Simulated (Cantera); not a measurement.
Input: 1 mol HCl, 0.32 mol O₂, held at 0.0270 bar.

Method: chemical equilibrium by Gibbs-energy minimisation in Cantera with the NASA 1993 tables (ideal gas, pure condensed phases). Candidate condensed phases: H₂O; 14 gas species. The numbers say what is thermodynamically allowed, not how fast it happens.

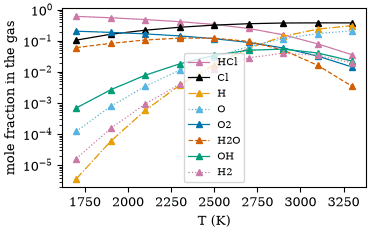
Fig. 1. Equilibrium gas composition (values under 1e-9 drawn at 1e-9)

Task: Read off the mole fractions at 3300 K.

Result: Cl about 0.38, H about 0.31, O about 0.21, HCl about 0.036, OH about 0.022, H₂ about 0.020, O₂ about 0.014, H₂O about 0.0035.
